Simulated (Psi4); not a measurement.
## Single-point calculation, with input and output: CH3OSi (part 1 of 2)

System: CH3OSi, multiplicity 4, SMILES O=C[SiH2].
Method: MP2/CBS, UHF (Psi4 1.11).

The geometry is that of the parent species in another charge or spin state. The geometry comes from this level: GFN2-xTB.

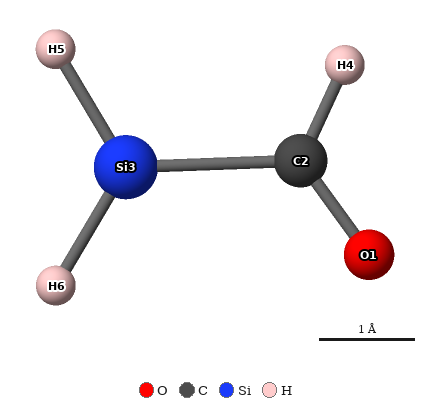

Figure 1. The structure (ball-and-stick view, seen on its broad side; atoms are numbered from 1 in the order of the input). Bond lengths as drawn: C–H 1.11 Å, C–O 1.23 Å, C–Si 1.85 Å and H–Si 1.45 Å.

### The input (job.in)
```
memory 1600 MB

molecule molecule1 {
  0 4
  O     -0.405500    -1.673820     0.915670
  C     -0.242670    -0.939410    -0.057320
  Si     0.219510     0.844060     0.059210
  H     -0.377500    -1.353030    -1.078150
  H      0.382310     1.607150    -1.165410
  H      0.423850     1.515060     1.325990
  no_reorient
  no_com
}

set {
  reference   uhf
  scf_type    df
  freeze_core true
}

energy("mp2/jun-cc-pv[dt]z")
print_variables()
```

Hardware: 1 thread of AMD EPYC (Zen 3), 192 GiB of memory available, shared host.

Command:
```bash
psi4 -n 1 job.in job.out
```

### The program's output
```
Psi4 1.11 release

  //>>>>>>>>>>>>>>>>>>>>>>>>>>>>>>>>>>>//
  //          CBS Computations         //
  //<<<<<<<<<<<<<<<<<<<<<<<<<<<<<<<<<<<//

    -----------------------------------------------------------------------
                               Psi4 1.11 release

    h
    h
    h

    -----------------------------------------------------------------------

    Memory:     1.5 GiB
    Threads:    1
                ecpint, einsums, f̶o̶r̶t̶e̶, gauxc, gcp, g̶d̶m̶a̶, geometric, g̶p̶u̶_̶d̶f̶c̶c̶,
                i̶n̶t̶e̶g̶r̶a̶t̶o̶r̶x̶x̶, i̶p̶i̶, libefp, m̶d̶i̶, m̶p̶2̶d̶, m̶r̶c̶c̶, ooo,
                o̶p̶e̶n̶f̶e̶r̶m̶i̶o̶n̶p̶s̶i̶4̶, pcmsolver, p̶s̶i̶4̶f̶o̶c̶k̶c̶i̶, p̶s̶i̶x̶a̶s̶,
                p̶y̶e̶i̶n̶s̶u̶m̶s̶, r̶e̶s̶p̶, s̶i̶m̶i̶n̶t̶, s̶n̶s̶m̶p̶2̶,
                v̶2̶r̶d̶m̶_̶c̶a̶s̶s̶c̶f̶

   => Loading Basis Set <=

    Name: JUN-CC-PVTZ
    Role: ORBITAL
    Keyword: BASIS

         ---------------------------------------------------------
                                   SCF
                              UHF Reference
                        1 Threads,   1525 MiB Core
         ---------------------------------------------------------

  ==> Geometry <==

    Molecular point group: c1
    Full point group: C1

    Geometry (in Bohr), charge = 0, multiplicity = 4:

       Center              X                  Y                   Z               Mass
    ------------   -----------------  -----------------  -----------------  -----------------
         O           -0.766283943873    -3.163061383314     1.730365521298    15.994914619570
         C           -0.458579838865    -1.775227619516    -0.108319101511    12.000000000000
         SI           0.414813781799     1.595042233454     0.111890683888    27.976926534650
         H           -0.713371612360    -2.556856139528    -2.037408222162     1.007825032230
         H            0.722461195024     3.037073342530    -2.202305723870     1.007825032230
         H            0.800960418275     2.863048463636     2.505757945096     1.007825032230

  Running in c1 symmetry.

  Rotational constants: A =      1.43014  B =      0.18063  C =      0.16038 [cm^-1]
  Rotational constants: A =  42874.47432  B =   5415.20603  C =   4807.94676 [MHz]
  Nuclear repulsion =   89.590700312487598

  Charge       = 0
  Multiplicity = 4
  Electrons    = 31
  Nalpha       = 17
  Nbeta        = 14

  ==> Algorithm <==

  SCF Algorithm Type is DF.
  DIIS enabled.
  MOM disabled.
  Fractional occupation disabled.
  Guess Type is SAD.
  Energy threshold   = 1.00e-08
  Density threshold  = 1.00e-08
  Integral threshold = 1.00e-12

  ==> Primary Basis <==

  Basis Set: JUN-CC-PVTZ
    Blend: JUN-CC-PVTZ
    Number of shells: 59
    Number of basis functions: 163
    Number of Cartesian functions: 184
    Spherical Harmonics?: true
    Max angular momentum: 3

   => Loading Basis Set <=

    Name: (JUN-CC-PVTZ AUX)
    Role: JKFIT
    Keyword: DF_BASIS_SCF

  ==> Integral Setup <==

  DFHelper Memory: AOs need 0.088 GiB; user supplied 1.118 GiB.
  SCF_SUBTYPE=INCORE selected. In-core MEM_DF algorithm will be used.
  Using in-core AOs.

  ==> MemDFJK: Density-Fitted J/K Matrices <==

    J tasked:                   Yes
    K tasked:                   Yes
    wK tasked:                   No
    Memory [MiB]:              1144
    Algorithm:                 Core
    Schwarz Cutoff:           1E-12
    Mask sparsity (%):       1.3249
    Fitting Condition:        1E-10

   => Auxiliary Basis Set <=

  Basis Set: (JUN-CC-PVTZ AUX)
    Blend: JUN-CC-PVTZ-JKFIT
    Number of shells: 129
    Number of basis functions: 417
    Number of Cartesian functions: 502
    Spherical Harmonics?: true
    Max angular momentum: 4

  Minimum eigenvalue in the overlap matrix is 2.3010585700E-04.
  Reciprocal condition number of the overlap matrix is 2.9832214117E-05.
    Using symmetric orthogonalization.

  ==> Pre-Iterations <==

  SCF Guess: Superposition of Atomic Densities via on-the-fly atomic UHF (no occupation information).

   -------------------------
    Irrep   Nso     Nmo
   -------------------------
     A        163     163
   -------------------------
    Total     163     163
   -------------------------

  ==> Iterations <==

                           Total Energy        Delta E     RMS |[F,P]|

   @DF-UHF iter SAD:  -402.46212221046301   -4.02462e+02   0.00000e+00
   @DF-UHF iter   1:  -403.19009093638454   -7.27969e-01   2.02154e-03 DIIS/ADIIS
   @DF-UHF iter   2:  -403.25175162604779   -6.16607e-02   1.44113e-03 DIIS/ADIIS
   @DF-UHF iter   3:  -403.27536552855707   -2.36139e-02   4.55976e-04 DIIS/ADIIS
   @DF-UHF iter   4:  -403.28652043815970   -1.11549e-02   2.99173e-04 DIIS/ADIIS
   @DF-UHF iter   5:  -403.29213032031964   -5.60988e-03   1.70935e-04 DIIS/ADIIS
   @DF-UHF iter   6:  -403.29477040285906   -2.64008e-03   7.21225e-05 DIIS
   @DF-UHF iter   7:  -403.29518087057198   -4.10468e-04   3.35167e-05 DIIS
   @DF-UHF iter   8:  -403.29526512954249   -8.42590e-05   1.43027e-05 DIIS
   @DF-UHF iter   9:  -403.29527986041091   -1.47309e-05   5.35884e-06 DIIS
   @DF-UHF iter  10:  -403.29528171311534   -1.85270e-06   1.89792e-06 DIIS
   @DF-UHF iter  11:  -403.29528194202953   -2.28914e-07   9.44930e-07 DIIS
   @DF-UHF iter  12:  -403.29528200795886   -6.59293e-08   5.00082e-07 DIIS
   @DF-UHF iter  13:  -403.29528203069924   -2.27404e-08   2.02173e-07 DIIS
   @DF-UHF iter  14:  -403.29528203431863   -3.61939e-09   8.73285e-08 DIIS
   @DF-UHF iter  15:  -403.29528203482295   -5.04315e-10   2.80290e-08 DIIS
   @DF-UHF iter  16:  -403.29528203487479   -5.18412e-11   1.18025e-08 DIIS
   @DF-UHF iter  17:  -403.29528203488428   -9.49285e-12   6.49558e-09 DIIS
  Energy and wave function converged.

  ==> Post-Iterations <==

   @Spin Contamination Metric:   4.158413657E-02
   @S^2 Expected:                3.750000000E+00
   @S^2 Observed:                3.791584137E+00
   @S   Expected:                1.500000000E+00
   @S   Observed:                1.500000000E+00

    Orbital Energies [Eh]
    ---------------------

    Alpha Occupied:

       1A    -68.796349     2A    -20.676825     3A    -11.280432
       4A     -6.147323     5A     -4.262559     6A     -4.251420
       7A     -4.250819     8A     -1.512553     9A     -0.925973
      10A     -0.782411    11A     -0.731983    12A     -0.703593
      13A     -0.656198    14A     -0.506778    15A     -0.485751
      16A     -0.387195    17A     -0.228071

    Alpha Virtual:

      18A      0.041272    19A      0.054033    20A      0.059869
      21A      0.066915    22A      0.090804    23A      0.093710
      24A      0.104472    25A      0.104982    26A      0.136505
      27A      0.141437    28A      0.168077    29A      0.179259
      30A      0.191215    31A      0.207827    32A      0.219659
      33A      0.223439    34A      0.254583    35A      0.261216
      36A      0.282772    37A      0.295185    38A      0.338817
      39A      0.342515    40A      0.371674    41A      0.385735
      42A      0.401890    43A      0.424207    44A      0.426830
      45A      0.432182    46A      0.432705    47A      0.468858
      48A      0.522007    49A      0.525026    50A      0.558005
      51A      0.589422    52A      0.613646    53A      0.627165
      54A      0.676327    55A      0.695359    56A      0.703444
      57A      0.770256    58A      0.772093    59A      0.790339
      60A      0.829617    61A      0.830374    62A      0.866195
      63A      0.904914    64A      0.958372    65A      0.970879
      66A      0.985702    67A      1.003928    68A      1.045946
      69A      1.101145    70A      1.125919    71A      1.181248
      72A      1.213433    73A      1.213804    74A      1.257727
      75A      1.273484    76A      1.273575    77A      1.298968
      78A      1.344707    79A      1.372753    80A      1.373498
      81A      1.393777    82A      1.396575    83A      1.425664
      84A      1.486827    85A      1.513245    86A      1.594610
      87A      1.613292    88A      1.623067    89A      1.654614
      90A      1.694160    91A      1.794647    92A      1.849668
      93A      1.873453    94A      1.902494    95A      2.134983
      96A      2.168323    97A      2.272414    98A      2.280283
      99A      2.488308   100A      2.519444   101A      2.609477
     102A      2.654703   103A      2.773320   104A      2.834244
     105A      2.908373   106A      3.057224   107A      3.102916
     108A      3.134669   109A      3.230778   110A      3.244710
     111A      3.347457   112A      3.407897   113A      3.450505
     114A      3.511652   115A      3.514537   116A      3.543245
     117A      3.583883   118A      3.611588   119A      3.625588
     120A      3.670796   121A      3.702219   122A      3.731340
     123A      3.783223   124A      3.824234   125A      3.839955
     126A      3.860362   127A      3.894175   128A      3.930222
     129A      3.982572   130A      4.222830   131A      4.225208
     132A      4.236360   133A      4.255836   134A      4.296391
     135A      4.302716   136A      4.330681   137A      4.394621
     138A      4.421658   139A      4.593669   140A      4.656897
     141A      4.706767   142A      4.778543   143A      4.998603
     144A      5.020350   145A      5.078144   146A      5.168591
     147A      5.313549   148A      5.521040   149A      5.525395
     150A      5.546547   151A      5.843896   152A      5.904069
     153A      6.090741   154A      6.602002   155A      6.730382
     156A      6.882898   157A      7.007253   158A      7.059945
     159A      7.302016   160A      7.401100   161A      7.540423
     162A     11.729510   163A     13.212512

    Beta Occupied:

       1A    -68.789564     2A    -20.627526     3A    -11.264980
       4A     -6.138085     5A     -4.245693     6A     -4.244950
       7A     -4.235940     8A     -1.365412     9A     -0.813605
      10A     -0.684247    11A     -0.640764    12A     -0.549817
      13A     -0.534407    14A     -0.509642

    Beta Virtual:

      15A      0.026573    16A      0.037512    17A      0.043946
      18A      0.057662    19A      0.064255    20A      0.082599
      21A      0.096467    22A      0.103235    23A      0.111620
      24A      0.139883    25A      0.148546    26A      0.154679
      27A      0.175551    28A      0.181724    29A      0.192617
      30A      0.210446    31A      0.226974    32A      0.230634
      33A      0.256230    34A      0.261323    35A      0.277128
      36A      0.305199    37A      0.311987    38A      0.353464
      39A      0.371421    40A      0.393785    41A      0.402811
      42A      0.429054    43A      0.436444    44A      0.443314
      45A      0.467214    46A      0.493155    47A      0.512000
      48A      0.546160    49A      0.568763    50A      0.592741
      51A      0.618947    52A      0.629407    53A      0.664304
      54A      0.696730    55A      0.718991    56A      0.722103
      57A      0.788234    58A      0.791365    59A      0.813362
      60A      0.846932    61A      0.860425    62A      0.877166
      63A      0.933163    64A      0.980827    65A      1.002692
      66A      1.016716    67A      1.025187    68A      1.067223
      69A      1.113216    70A      1.183280    71A      1.210398
      72A      1.242195    73A      1.242673    74A      1.277696
      75A      1.285771    76A      1.300707    77A      1.323054
      78A      1.366827    79A      1.391972    80A      1.395144
      81A      1.418888    82A      1.428637    83A      1.457169
      84A      1.511434    85A      1.534567    86A      1.620870
      87A      1.634064    88A      1.654325    89A      1.675615
      90A      1.709502    91A      1.802731    92A      1.862912
      93A      1.888678    94A      1.915918    95A      2.171823
      96A      2.247619    97A      2.310440    98A      2.337135
      99A      2.535908   100A      2.572950   101A      2.668650
     102A      2.682603   103A      2.783277   104A      2.856755
     105A      2.917158   106A      3.069729   107A      3.119822
     108A      3.168805   109A      3.263638   110A      3.267954
     111A      3.360679   112A      3.435183   113A      3.476628
     114A      3.521974   115A      3.522340   116A      3.574479
     117A      3.589916   118A      3.616983   119A      3.646818
     120A      3.687323   121A      3.720521   122A      3.746050
     123A      3.786628   124A      3.838914   125A      3.842631
     126A      3.874545   127A      3.902260   128A      3.942232
     129A      3.991558   130A      4.227906   131A      4.234463
     132A      4.244059   133A      4.263542   134A      4.295134
     135A      4.300090   136A      4.344842   137A      4.406593
     138A      4.425419   139A      4.645259   140A      4.672661
     141A      4.724846   142A      4.827598   143A      5.020545
     144A      5.040757   145A      5.082945   146A      5.186059
     147A      5.332866   148A      5.531916   149A      5.586484
     150A      5.600048   151A      5.859177   152A      5.946481
     153A      6.133617   154A      6.628230   155A      6.757771
     156A      6.924408   157A      7.112808   158A      7.164726
     159A      7.334569   160A      7.465425   161A      7.570972
     162A     11.757366   163A     13.241008

    Final Occupation by Irrep:
              A
    DOCC [    14 ]
    SOCC [     3 ]
    NA   [    17 ]
    NB   [    14 ]

  @DF-UHF Final Energy:  -403.29528203488428

   => Energetics <=

    Nuclear Repulsion Energy =             89.5907003124875985
    One-Electron Energy =                -734.5410974002795683
    Two-Electron Energy =                 241.6551150529077461
    Total Energy =                       -403.2952820348842806

  UHF NO Occupations:
  HONO-2 :   15  A 1.0000000
  HONO-1 :   16  A 1.0000000
  HONO-0 :   17  A 1.0000000
  LUNO+0 :   18  A 0.0076609
  LUNO+1 :   19  A 0.0043094
  LUNO+2 :   20  A 0.0037922
  LUNO+3 :   21  A 0.0026011

Computation Completed

Properties will be evaluated at   0.000000,   0.000000,   0.000000 [a0]

Properties computed using the SCF density matrix

 Multipole Moments:

 ------------------------------------------------------------------------------------
     Multipole            Electronic (a.u.)      Nuclear  (a.u.)        Total (a.u.)
 ------------------------------------------------------------------------------------

 L = 1.  Multiply by 2.5417464519 to convert [e a0] to [Debye]
 Dipole X            :          2.2327482           -2.2643076           -0.0315595
 Dipole Y            :         10.2208840          -10.2819998           -0.0611158
 Dipole Z            :        -13.4797868           13.0255231           -0.4542636
 Magnitude           :                                                    0.4594416

 ------------------------------------------------------------------------------------

	total time  =          6 seconds =       0.10 minutes

  //>>>>>>>>>>>>>>>>>>>>>>>>>>>>>>>>>>>//
  //               DFMP2               //
  //<<<<<<<<<<<<<<<<<<<<<<<<<<<<<<<<<<<//

   => Loading Basis Set <=

    Name: (JUN-CC-PVTZ AUX)
    Role: RIFIT
    Keyword: DF_BASIS_MP2

	 --------------------------------------------------------
	                          DF-MP2
	      2nd-Order Density-Fitted Moller-Plesset Theory
	              UMP2 Wavefunction,   1 Threads

	 --------------------------------------------------------
```
